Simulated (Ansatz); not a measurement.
# Cl$_{2}$F$_{2}$Hf···HCl: what the fields show

Input file:

```
crystal:
  periodic: [false, false, false]
  atoms:
    - { symbol: Hf, position_ang: [0.30831, -0.47332, -0.461382] }
    - { symbol: Cl, position_ang: [-0.017443, 0.054642, 3.209409] }
    - { symbol: Cl, position_ang: [2.138644, 0.192747, -1.786709] }
    - { symbol: F, position_ang: [-0.613201, 1.109769, 0.030744] }
    - { symbol: Cl, position_ang: [-1.197441, -1.78484, -1.712262] }
    - { symbol: F, position_ang: [1.026908, -1.619394, 0.94476] }
    - { symbol: H, position_ang: [0.669724, -1.046305, 2.958141] }
basis:
  gaussian: { orbitals: def2-SVP }
hamiltonian:
  xc: hf
relax:
  f_tol: 0.03
  max_steps: 50
output:
  orbitals: {}
```

Run with:

```sh
ansatz run input.yaml --threads 2 --pin off --max-ram 3072MiB --backend cpu --events-out ev --progress --plain --runs-dir out
```

The fields are those of the run's last geometry, not of the input's.

Core potentials replace the inner electrons of Hf.

Theory: Ansatz 0.2.0, RHF/def2-SVP.

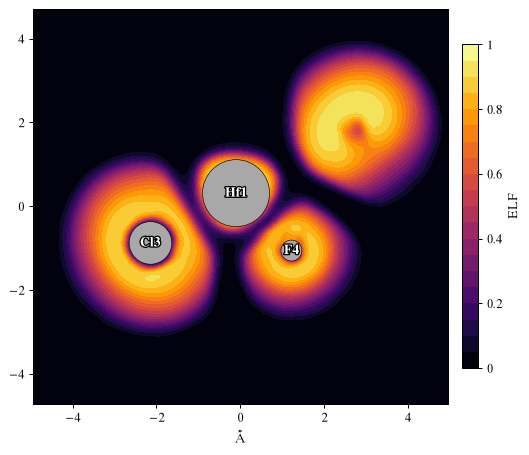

Figure 1. Electron localisation function on the plane of atoms Cl3, Hf1 and F4. Grey discs cover the atomic cores.

Interpret the plot.

Answer.
- Atoms in the plane: Hf, Cl and F.
- Hf–F (1.90 Å): the ELF peaks at about 0.85 in the valence shell of F, 0.5 Å from its nucleus, and drops to about 0.15 between the two atoms.
- Hf–Cl (2.36 Å): the ELF peaks at about 0.85 in the valence shell of Cl, 0.8 Å from its nucleus, and is about 0.35 at the midpoint.
- The ELF also peaks beside Cl2, away from the bonds: lone-pair regions.

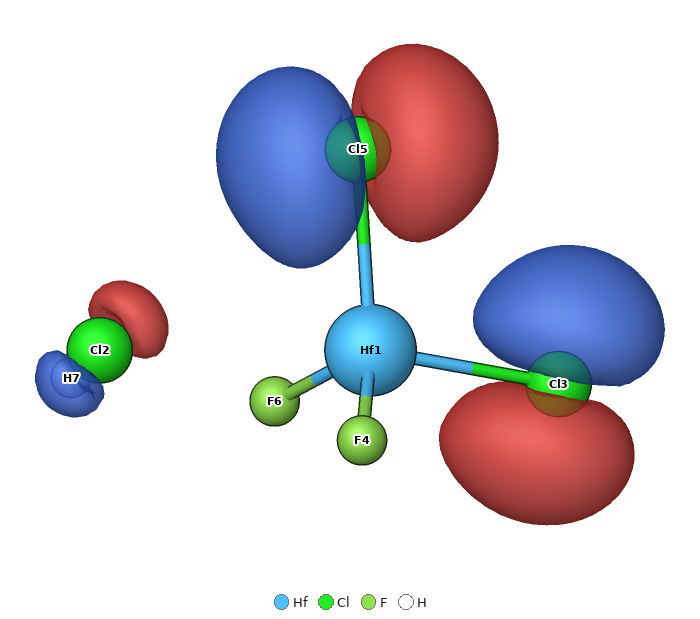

Figure 2. The HOMO at ±0.1 Å⁻³ᐟ² (blue and red are the two phases), seen at a tilt.

Describe this orbital and give its energy.

Answer. Its weight (Hirshfeld) is mainly on Cl5 (about 45 %) and Cl3 (about 45 %); largely a combination of lone pairs on Cl5 and Cl3. Its energy is −12.73 eV.

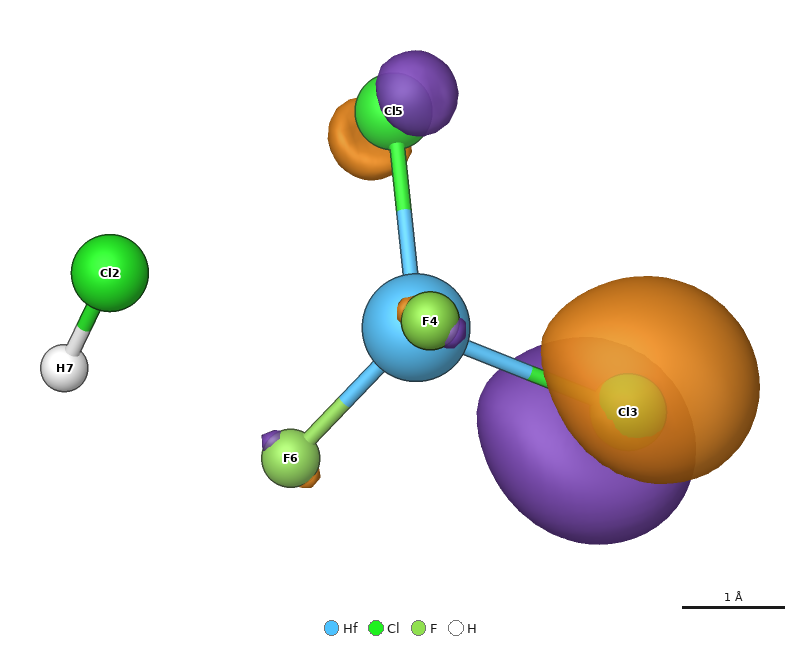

Figure 3. The HOMO−1 at ±0.15 Å⁻³ᐟ² (orange and purple are the two phases), seen at a tilt.

Where does this orbital lie, and at what energy?

Answer. Its weight (Hirshfeld) is mainly on Cl3 (about 85 %) and Cl5 (about 5 %); largely a lone pair of Cl3. Its energy is −13.11 eV.
